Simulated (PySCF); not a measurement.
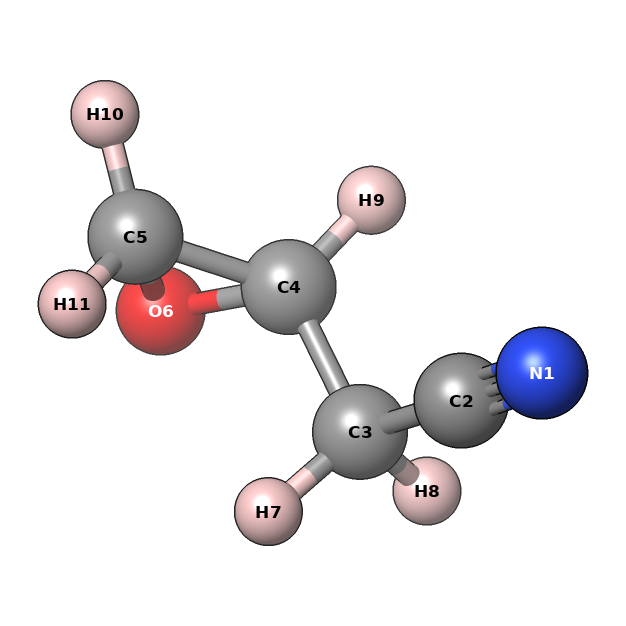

Depth is shown by fading: the farther an atom, the more it takes the colour of the background. Computed geometry: PBE0-D3(BJ)/def2-SVP optimisation. No frequency run is at hand to confirm it as a minimum.

### Which atoms or bonds are stereogenic?

Centres: C4.

### Give the R/S and E/Z labels.

C4: R (priorities O6 > C5 > C3 > H9).
